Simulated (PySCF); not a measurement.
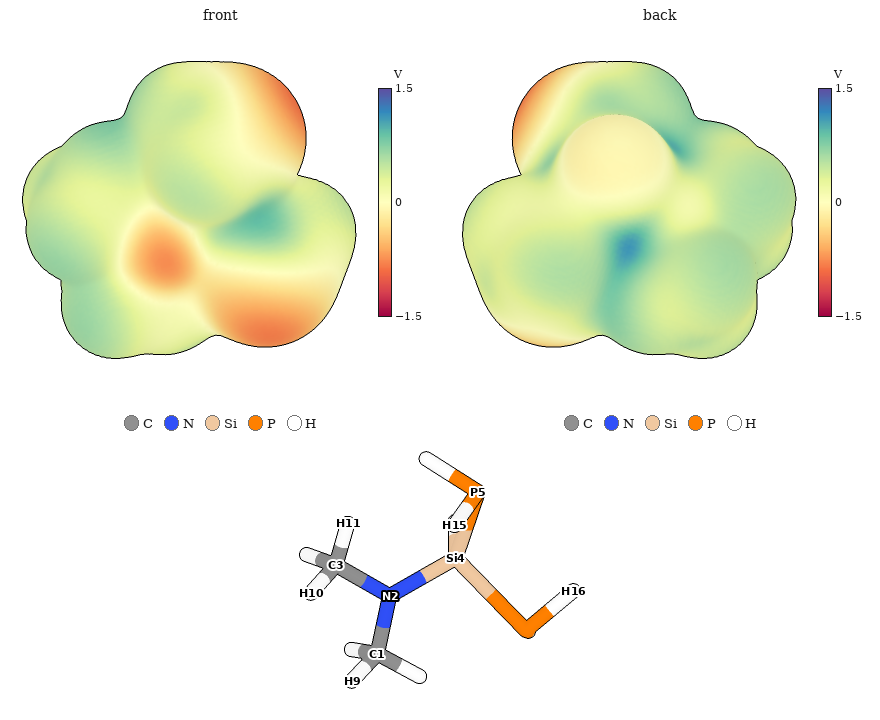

The picture shows: C2H11NP2Si (SMILES CN(C)[SiH](P)P). The molecular electrostatic potential painted on the density surface at 0.002 e/bohr³, seen from the front and from behind; the colour scale runs from red (negative) to blue (positive). The bare structure is drawn below in the same view.

Geometry: GFN2-xTB.

Computed with B3LYP/def2-SVPD, SCF density, gas phase (PySCF).

Input file:

```
{"job": {"kind": "uv", "xc": "B3LYP", "basis": "def2-SVPD", "nstates": 8, "ntriplets": 3}, "charge": 0, "multiplicity": 1}
C     -1.324136    -1.371889    -0.050611
N     -0.673882    -0.085344     0.025323
C     -1.603565     1.013184    -0.060334
Si     0.999330     0.107421    -0.329807
P      1.889869     1.933905     0.651769
P      1.971681    -1.749455     0.482009
H     -1.803490    -1.524590    -1.023635
H     -0.587865    -2.159738     0.105540
H     -2.087548    -1.446933     0.727319
H     -2.358770     0.923242     0.724683
H     -1.072604     1.952816     0.071928
H     -2.115195     1.036698    -1.028677
H      1.299869     0.293140    -1.772760
H      1.033770     2.824226     0.036804
H      1.108934     1.868241     1.788741
H      3.251037    -1.240286     0.393916
H      2.065568    -2.362606    -0.752116
```

Command:

```sh
OMP_NUM_THREADS=1 python probes_run.py task.json out
```

Which sites attract a positive test charge, and which a negative one?

A positive charge is drawn to the negative regions and a negative charge to the positive ones. The most negative region (about −0.8 V) lies over P5 and P6, the most positive (about +1.0 V) over Si4.
